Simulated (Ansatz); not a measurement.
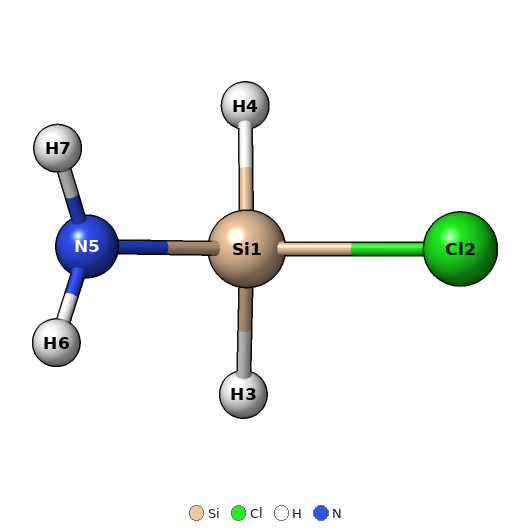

Harmonic vibrations computed with RKS PBE0-D4/def2-TZVP (Ansatz 0.2.0) at a stationary point of the same level.

Question: How many imaginary frequencies does it have?

Answer: A minimum: no imaginary frequency, and the lowest mode lies at 233 cm⁻¹.

Question: How many vibrational modes are there, and where do they lie?

Answer: 15 modes: 233, 243, 430, 526, 537, 759, 875, 899, 912, 940, 1585, 2261, 2271, 3603, 3696 cm⁻¹.
